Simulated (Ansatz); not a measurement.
**Cl3HSSn···HCl: density, localisation and related maps**

Input file:

```
crystal:
  periodic: [false, false, false]
  atoms:
    - { symbol: Sn, position_ang: [-0.634699, 0.081407, -0.522662] }
    - { symbol: Cl, position_ang: [0.065158, -0.064834, 3.024644] }
    - { symbol: Cl, position_ang: [1.592584, -0.062742, 0.11386] }
    - { symbol: Cl, position_ang: [-0.729254, 2.015007, -1.815544] }
    - { symbol: Cl, position_ang: [-0.99025, -1.819581, -1.831443] }
    - { symbol: S, position_ang: [-2.628762, 0.153709, 0.8667] }
    - { symbol: H, position_ang: [-2.908862, -1.138067, 0.572023] }
    - { symbol: H, position_ang: [-1.265014, -0.0377, 3.070822] }
basis:
  gaussian: { orbitals: def2-SVP }
hamiltonian:
  xc: pbe0
  dispersion: d4
relax:
  f_tol: 0.03
  max_steps: 50
output:
  orbitals: {}
```

Launched as:

```sh
ansatz run input.yaml --threads 4 --pin off --max-ram 5120MiB --backend cpu --events-out ev --progress --plain --runs-dir out
```

The fields are those of the run's last geometry, not of the input's.

Core potentials replace the inner electrons of Sn.

Method: RKS PBE0-D4/def2-SVP (Ansatz).

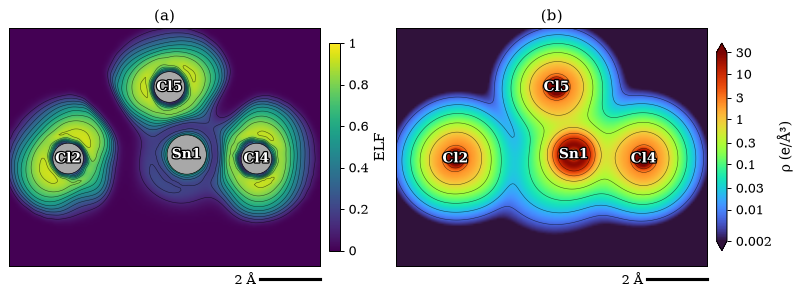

Figure 1. (a) ELF; (b) electron density on the plane of atoms Cl4, Sn1 and Cl5. Grey discs cover the atomic cores in the ELF map.

**Interpret the plot.**

Atoms in the plane: Sn and Cl.
Sn–Cl (2.33 Å): ρ at the midpoint is about 0.57 e/Å³; the ELF peaks at about 0.80 in the valence shell of Cl, 0.8 Å from its nucleus, and drops to about 0.15 between the two atoms.
The ELF also peaks beside Cl4, Cl2 and Cl5, away from the bonds: lone-pair regions.

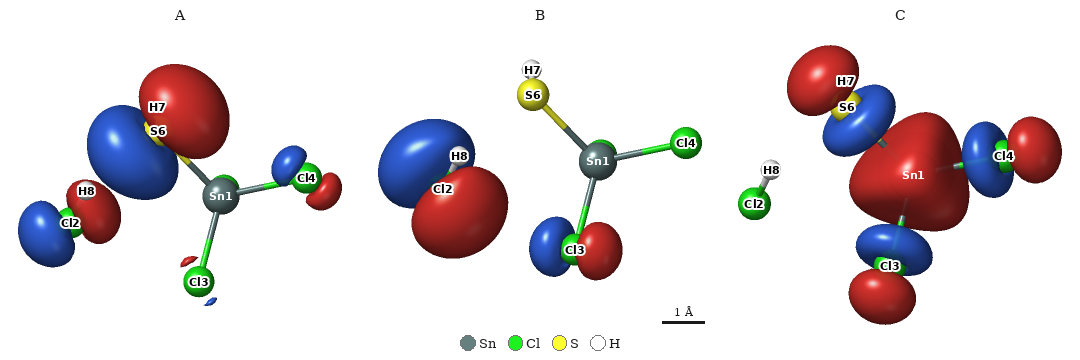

Figure 2. Three frontier orbitals at ±0.1 Å⁻³ᐟ² (blue and red are the two phases), in no order.

**Order the three orbitals by energy and name them.**

B is the HOMO−1 (−8.99 eV). By Hirshfeld shares it lies mainly on Cl2 (about 85 %) and Cl3 (about 10 %); largely a lone pair of Cl2. A is the HOMO (−8.65 eV). Its weight (Hirshfeld) is mainly on S6 (about 70 %) and Cl2 (about 15 %); largely a lone pair of S6. C is the LUMO (−3.19 eV). Its weight (Hirshfeld) is mainly on Sn1 (about 35 %), S6 (about 20 %), Cl5 (about 15 %), Cl3 (about 15 %) and Cl4 (about 15 %).

**What is the HOMO–LUMO gap?**

5.46 eV between the orbital energies.
